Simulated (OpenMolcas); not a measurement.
# Run report: PLi⁻, relativistic diatomic calculation (part 2 of 2)

The same run, continued: PLi⁻. Method: SA-CASSCF(7,8)/XMS-CASPT2 + RASSI spin-orbit (X2C scalar, AMFI), ANO-RCC-VTZP (OpenMolcas).

The program's output (extracts), continued:
```
++ Dipole transition strengths (SO states):
        for osc. strength at least   1.00000000E-05
      From   To        Osc. strength     Einstein coefficients Ax, Ay, Az (sec-1)    Total A (sec-1)
         1   17       9.46499024E-04  9.71225886E+02  9.70889654E+02  0.00000000E+00  1.94211554E+03
         1   19       2.92235672E-01  1.53741967E+07  1.53795174E+07  0.00000000E+00  3.07537141E+07
         1   25       2.81685333E-01  0.00000000E+00  0.00000000E+00  4.03400724E+07  4.03400724E+07
         2   18       9.46499024E-04  9.71225886E+02  9.70889654E+02  0.00000000E+00  1.94211554E+03
         2   20       2.92235672E-01  1.53741967E+07  1.53795174E+07  0.00000000E+00  3.07537141E+07
         2   26       2.81685333E-01  0.00000000E+00  0.00000000E+00  4.03400724E+07  4.03400724E+07
         3   15       9.46012426E-04  9.68978372E+02  9.68419498E+02  0.00000000E+00  1.93739787E+03
         3   21       2.92193308E-01  1.53660828E+07  1.53749469E+07  0.00000000E+00  3.07410296E+07
         3   27       2.81675325E-01  0.00000000E+00  0.00000000E+00  4.03398023E+07  4.03398023E+07
         4   16       9.46012426E-04  9.68978372E+02  9.68419498E+02  0.00000000E+00  1.93739787E+03
         4   22       2.92193308E-01  1.53660828E+07  1.53749469E+07  0.00000000E+00  3.07410296E+07
         4   28       2.81675325E-01  0.00000000E+00  0.00000000E+00  4.03398023E+07  4.03398023E+07
         5   13       9.45525414E-04  9.67179052E+02  9.65507271E+02  0.00000000E+00  1.93268632E+03
         5   23       2.92150960E-01  1.53508855E+07  1.53774620E+07  0.00000000E+00  3.07283475E+07
         5   29       2.81665344E-01  0.00000000E+00  0.00000000E+00  4.03395336E+07  4.03395336E+07
         6   14       9.45525414E-04  9.67179052E+02  9.65507271E+02  0.00000000E+00  1.93268632E+03
         6   24       2.92150960E-01  1.53508855E+07  1.53774620E+07  0.00000000E+00  3.07283475E+07
         6   30       2.81665344E-01  0.00000000E+00  0.00000000E+00  4.03395336E+07  4.03395336E+07
         7   13       9.45037986E-04  9.63156817E+02  9.64824075E+02  0.00000000E+00  1.92798089E+03
         7   23       2.92108629E-01  1.53711166E+07  1.53445510E+07  0.00000000E+00  3.07156676E+07
         7   32       2.81655390E-01  0.00000000E+00  0.00000000E+00  4.03392668E+07  4.03392668E+07
         8   14       9.45037986E-04  9.63156817E+02  9.64824075E+02  0.00000000E+00  1.92798089E+03
         8   24       2.92108629E-01  1.53711166E+07  1.53445510E+07  0.00000000E+00  3.07156676E+07
         8   31       2.81655390E-01  0.00000000E+00  0.00000000E+00  4.03392668E+07  4.03392668E+07
         9   15       9.44550107E-04  9.61363581E+02  9.61917930E+02  0.00000000E+00  1.92328151E+03
         9   21       2.92066304E-01  1.53559211E+07  1.53470679E+07  0.00000000E+00  3.07029890E+07
         9   33       2.81645447E-01  0.00000000E+00  0.00000000E+00  4.03389991E+07  4.03389991E+07
        10   16       9.44550107E-04  9.61363581E+02  9.61917930E+02  0.00000000E+00  1.92328151E+03
        10   22       2.92066304E-01  1.53559211E+07  1.53470679E+07  0.00000000E+00  3.07029890E+07
        10   34       2.81645447E-01  0.00000000E+00  0.00000000E+00  4.03389991E+07  4.03389991E+07
        11   17       9.44061795E-04  9.59128252E+02  9.59459960E+02  0.00000000E+00  1.91858821E+03
        11   19       2.92023989E-01  1.53478108E+07  1.53425011E+07  0.00000000E+00  3.06903119E+07
        11   35       2.81635520E-01  0.00000000E+00  0.00000000E+00  4.03387316E+07  4.03387316E+07
        12   18       9.44061795E-04  9.59128252E+02  9.59459960E+02  0.00000000E+00  1.91858821E+03
        12   20       2.92023989E-01  1.53478108E+07  1.53425011E+07  0.00000000E+00  3.06903119E+07
        12   36       2.81635520E-01  0.00000000E+00  0.00000000E+00  4.03387316E+07  4.03387316E+07
        13   29       2.39050813E-01  1.32825045E+07  1.32623081E+07  0.00000000E+00  2.65448126E+07
        13   32       2.39082933E-01  1.32679805E+07  1.32881849E+07  0.00000000E+00  2.65561654E+07
        14   30       2.39050813E-01  1.32825045E+07  1.32623081E+07  0.00000000E+00  2.65448126E+07
        14   31       2.39082933E-01  1.32679805E+07  1.32881849E+07  0.00000000E+00  2.65561654E+07
        15   27       2.39018745E-01  1.32700987E+07  1.32633692E+07  0.00000000E+00  2.65334679E+07
        15   33       2.39115057E-01  1.32803918E+07  1.32871293E+07  0.00000000E+00  2.65675211E+07
        16   28       2.39018745E-01  1.32700987E+07  1.32633692E+07  0.00000000E+00  2.65334679E+07
        16   34       2.39115057E-01  1.32803918E+07  1.32871293E+07  0.0000
```

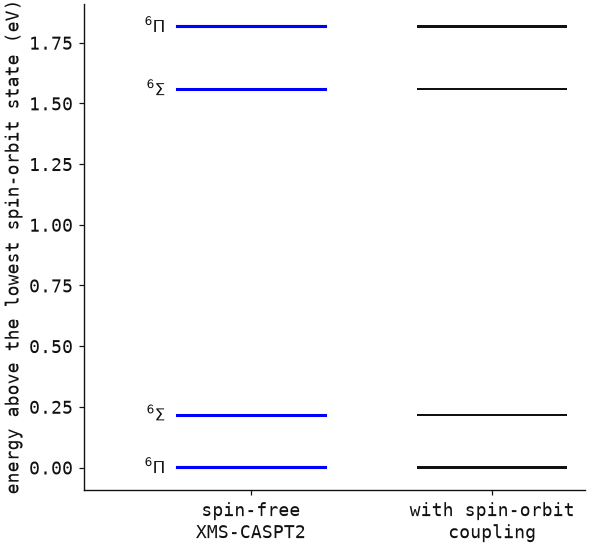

Figure 2. States up to 2.5 eV at 2.455 Å, without spin-orbit coupling (left, a colour for each spin multiplicity) and with it (right, where close levels merge). The spin-free states run ⁶Π (0.00 eV), ⁶Σ (0.22 eV), ⁶Σ (1.56 eV), ⁶Π (1.82 eV) from the lowest. The lowest spin-orbit levels have |Ω| = 3/2 (0 cm⁻¹), 1/2 (2 cm⁻¹), 5/2 (7 cm⁻¹), 7/2 (8 cm⁻¹), 1/2 (1,754 cm⁻¹).

Outcome of the run: converged; whether the anion is bound against detachment isn't tested.
